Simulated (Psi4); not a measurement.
# PBE0/def2-SVP (sweep point 2) run of SiPH5 (SMILES [SiH3]P)

Aim: the vertical ionisation energy of SiPH5 at PBE0/def2-SVP (sweep point 2), from 2 runs. 

The calculation is run with Psi4 1.11.

### Step 1. The structure to begin with

SiPH5: 7 atoms, total charge 0, spin state singlet. As SMILES, `[SiH3]P`. The shape is that of a GFN2-xTB optimisation.

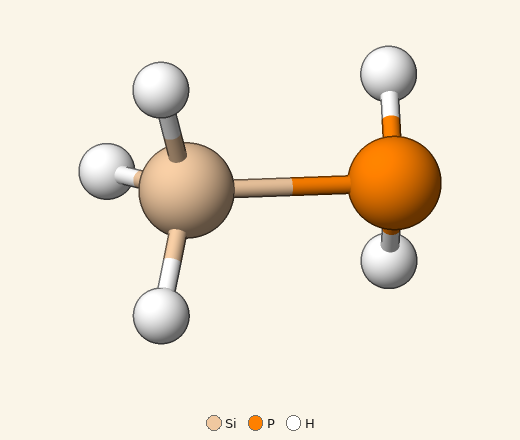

Viewed from a chosen angle; silicon light orange, phosphorus orange, hydrogen white.

### Step 2. The energy at PBE0/def2-SVP (sweep point 2)

Contents of calc.dat:

```
memory 1600 mb

molecule mol {
  Si    -0.640830    -0.361550    -0.395920
  P      1.061310    -0.009120     1.007680
  H     -1.825500    -0.602940     0.426340
  H     -0.298920    -1.544330    -1.184630
  H     -0.890510     0.768910    -1.293660
  H      0.664680     1.260240     1.387120
  H      1.929760     0.488790     0.053060
  units angstrom
  symmetry c1
}

set basis def2-SVP
set puream true
set scf_type pk
set dft_radial_points 99
set dft_spherical_points 590

result, w = energy("pbe0", return_wfn=True)
```

On the command line:

```
$ psi4 calc.dat calc.out -n 1
```

calc.out, shortened:

```text
[...]
  Running in c1 symmetry.
[...]
  Nuclear repulsion =   91.502975466955917
[...]
  Multiplicity = 1
[...]
  Nalpha       = 17
  Nbeta        = 17
[...]
    Number of basis functions: 61
[...]
   @RKS iter   1:  -633.33974872688748   -2.68724e-01   3.82251e-03 ADIIS/DIIS
[...]
   @RKS iter   7:  -633.37902455563483   -9.85256e-09   3.20929e-07 DIIS
[...]
    Orbital Energies [Eh]
    ---------------------
    Doubly Occupied:
       1A    -77.186178     2A    -66.238698     3A     -6.603644
       4A     -5.336503     5A     -4.743474     6A     -4.742606
       7A     -4.739484     8A     -3.673844     9A     -3.672799
      10A     -3.672751    11A     -0.673411    12A     -0.545628
      13A     -0.413738    14A     -0.380296    15A     -0.363060
      16A     -0.341042    17A     -0.274194
[...]
  @RKS Final Energy:  -633.37902455563483
   => Energetics <=
    Nuclear Repulsion Energy =             91.5029754669559168
    One-Electron Energy =               -1058.0766477452264098
    Two-Electron Energy =                 367.7730681589561641
    DFT Exchange-Correlation Energy =     -34.5784204363205063
    Empirical Dispersion Energy =           0.0000000000000000
    VV10 Nonlocal Energy =                  0.0000000000000000
    Total Energy =                       -633.3790245556348282
[...]
 Multipole Moments:
 ------------------------------------------------------------------------------------
     Multipole            Electronic (a.u.)      Nuclear  (a.u.)        Total (a.u.)
 ------------------------------------------------------------------------------------
 L = 1.  Multiply by 2.5417464519 to convert [e a0] to [Debye]
 Dipole X            :          2.1476358           -2.2444638           -0.0968280
 Dipole Y            :         -0.6795004            0.9415574            0.2620570
 Dipole Z            :          2.4226870           -2.6650463           -0.2423593
 Magnitude           :                                                    0.3698480
[...]
```

Wall time 15 s (1 thread of Intel Xeon at 2.70GHz, shared host); peak memory 0.84 GiB.

### Step 3. The doublet cation

Contents of job.inp:

```
memory 1600 MB

molecule mol {
  1 2
  Si    -0.640830    -0.361550    -0.395920
  P      1.061310    -0.009120     1.007680
  H     -1.825500    -0.602940     0.426340
  H     -0.298920    -1.544330    -1.184630
  H     -0.890510     0.768910    -1.293660
  H      0.664680     1.260240     1.387120
  H      1.929760     0.488790     0.053060
  symmetry c1
}

set basis def2-SVP
set reference uks
set puream true
set scf_type pk
set dft_radial_points 99
set dft_spherical_points 590
set maxiter 150

energy_value, wavefunction = energy("pbe0", return_wfn=True)
```

On the command line:

```
$ psi4 -n 1 job.inp job.out
```

job.out, shortened:

```text
[...]
  Running in c1 symmetry.
[...]
  Nuclear repulsion =   91.502975466955917
[...]
  Multiplicity = 2
[...]
  Nalpha       = 17
  Nbeta        = 16
[...]
    Number of basis functions: 61
[...]
   @UKS iter   1:  -632.99050321087464    8.05213e-02   2.92779e-03 DIIS/ADIIS
[...]
   @UKS iter   9:  -633.02075524912209   -7.36117e-08   7.51486e-07 DIIS
[...]
   @S^2 Observed:                7.549086149E-01
[...]
    Orbital Energies [Eh]
    ---------------------
    Alpha Occupied:
       1A    -77.502556     2A    -66.462072     3A     -6.918800
       4A     -5.560862     5A     -5.063997     6A     -5.055592
       7A     -5.054154     8A     -3.901180     9A     -3.895745
      10A     -3.895198    11A     -0.957544    12A     -0.770063
      13A     -0.672737    14A     -0.630615    15A     -0.581511
      16A     -0.567336    17A     -0.563713
    Alpha Virtual:
      18A     -0.211578    19A     -0.210633    20A     -0.169233
      21A     -0.147366    22A     -0.142071    23A     -0.084970
      24A      0.044664    25A      0.093525    26A      0.100677
[...]
  @UKS Final Energy:  -633.02075524912209
   => Energetics <=
    Nuclear Repulsion Energy =             91.5029754669559168
    One-Electron Energy =               -1049.3058021896054015
    Two-Electron Energy =                 359.1368736335437575
    DFT Exchange-Correlation Energy =     -34.3548021600164901
    Empirical Dispersion Energy =           0.0000000000000000
    VV10 Nonlocal Energy =                  0.0000000000000000
    Total Energy =                       -633.0207552491220895
[...]
 Multipole Moments:
 ------------------------------------------------------------------------------------
     Multipole            Electronic (a.u.)      Nuclear  (a.u.)        Total (a.u.)
 ------------------------------------------------------------------------------------
 L = 1.  Multiply by 2.5417464519 to convert [e a0] to [Debye]
 Dipole X            :          2.7765164           -2.2444638            0.5320526
 Dipole Y            :         -0.5081768            0.9415574            0.4333805
 Dipole Z            :          2.9173905           -2.6650463            0.2523442
 Magnitude           :                                                    0.7311472
[...]
```

It took 24 s on 1 thread of Intel Xeon at 2.70GHz, shared host; peak memory 0.84 GiB.

### Step 4. What came out

Level: PBE0/def2-SVP (sweep point 2).

| quantity | value |
| --- | --- |
| singlet SiPH5: total energy | -633.37902 Eh |
| singlet SiPH5: dipole moment | 0.94 D |
| singlet SiPH5: HOMO energy | -7.46 eV |
| singlet SiPH5: LUMO energy | 0.86 eV |
| singlet SiPH5: HOMO–LUMO gap | 8.32 eV |
| doublet cation: total energy | -633.02076 Eh |
| doublet cation: HOMO energy (highest over α and β) | -15.29 eV |
| doublet cation: LUMO energy (lowest over α and β) | -11.93 eV |
| doublet cation: ⟨S²⟩ | 0.755 |
| vertical ionisation energy (to the doublet cation) | 9.749 eV |

What this shows: The vertical ionisation energy comes to 9.75 eV (225 kcal/mol). The negative HOMO energy of the first species, 7.46 eV, lies 2.29 eV below that difference.
